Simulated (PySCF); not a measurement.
C5H11BN (SMILES C[C]1CCB(N)C1) (doublet)

```yaml
atoms:
  - { symbol: C, position_ang: [-2.4438, -0.4513, -0.1994] }
  - { symbol: C, position_ang: [-1.0136, -0.0677, -0.1210] }
  - { symbol: C, position_ang: [-0.5504, 1.1161, 0.6553] }
  - { symbol: C, position_ang: [0.9819, 1.1913, 0.5122] }
  - { symbol: B, position_ang: [1.4066, -0.1968, -0.1396] }
  - { symbol: N, position_ang: [2.7017, -0.6459, -0.3057] }
  - { symbol: C, position_ang: [0.0853, -0.9655, -0.5766] }
  - { symbol: H, position_ang: [-2.6696, -0.9219, -1.1582] }
  - { symbol: H, position_ang: [-2.7131, -1.1766, 0.5815] }
  - { symbol: H, position_ang: [-3.0887, 0.4175, -0.0737] }
  - { symbol: H, position_ang: [-0.8308, 1.0112, 1.7148] }
  - { symbol: H, position_ang: [-1.0426, 2.0331, 0.3078] }
  - { symbol: H, position_ang: [1.4543, 1.4026, 1.4723] }
  - { symbol: H, position_ang: [1.2521, 2.0207, -0.1447] }
  - { symbol: H, position_ang: [2.9381, -1.5249, -0.7344] }
  - { symbol: H, position_ang: [3.5128, -0.1266, -0.0145] }
  - { symbol: H, position_ang: [-0.0125, -1.9652, -0.1287] }
  - { symbol: H, position_ang: [0.0232, -1.1437, -1.6590] }
```

Geometry: GFN2-xTB.

Theory: PySCF 2.14.0, density-fitted response routines, UKS B3LYP, pcH-1 on B C H N, non-relativistic, mean-field spin-orbit, GIAO.

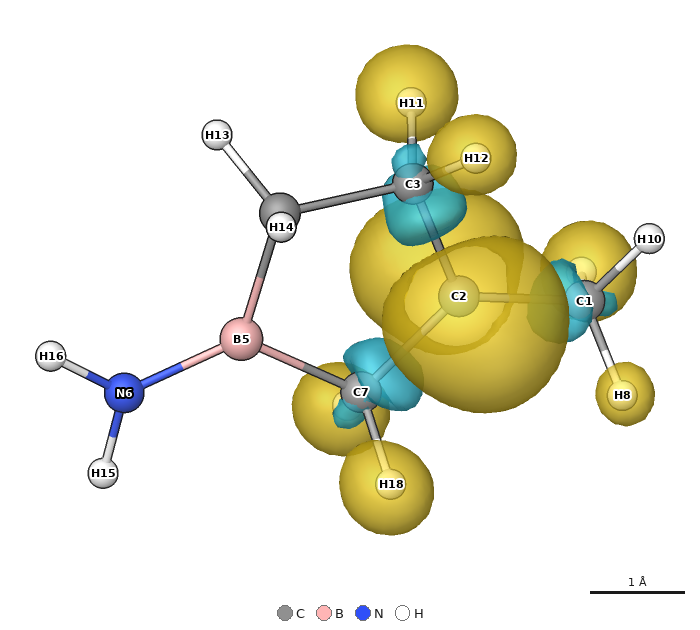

Figure 1. Isosurfaces of the spin density (α minus β) at +0.02 (yellow) and −0.02 e/Å³ (cyan), seen at a tilt.

Which atoms carry the spin?

The unpaired spin (1 electron) lies mostly on C2 (about 0.6), in electrons by Hirshfeld's partition.

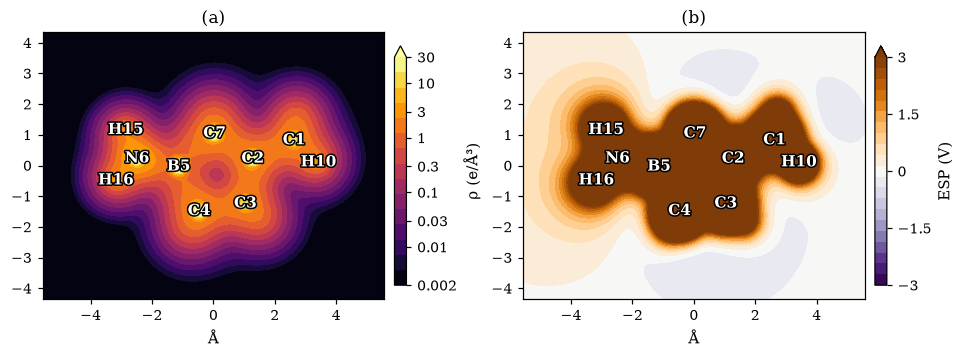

Figure 2. (a) electron density; (b) molecular electrostatic potential on the plane of atoms H15, N6 and H16.

Read the bonding off the picture.

Atoms in the plane: C, B, N and H. B–N (1.38 Å): ρ is about 2 e/Å³ halfway. C–C (1.48 Å): ρ is about 1.8 e/Å³ halfway. C–B (1.59 Å): ρ at the midpoint is about 1.4 e/Å³. N–H (1.01 Å): ρ at the midpoint is about 2.9 e/Å³. C–C (1.54 Å): ρ is about 1.6 e/Å³ halfway. Outside the dense part of the molecule the potential is most negative (−0.4 V) near C4.

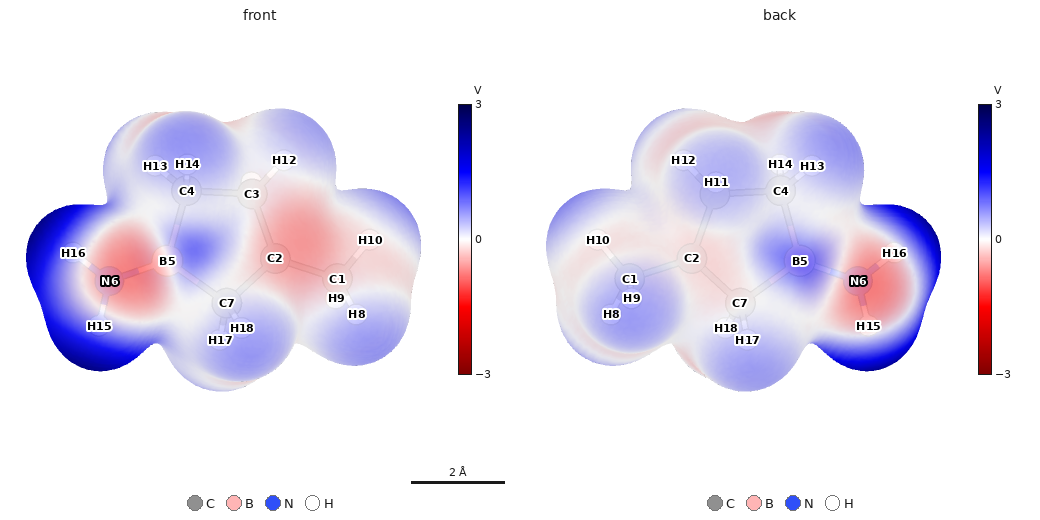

Figure 3. The electrostatic potential painted on the density surface at 0.004 e/bohr³, seen from the front and from behind; red is negative and blue positive.

Describe the electrostatic potential map.

The most negative region (about −0.8 V) lies over N6, the most positive (about +2.4 V) over H15 and H16.
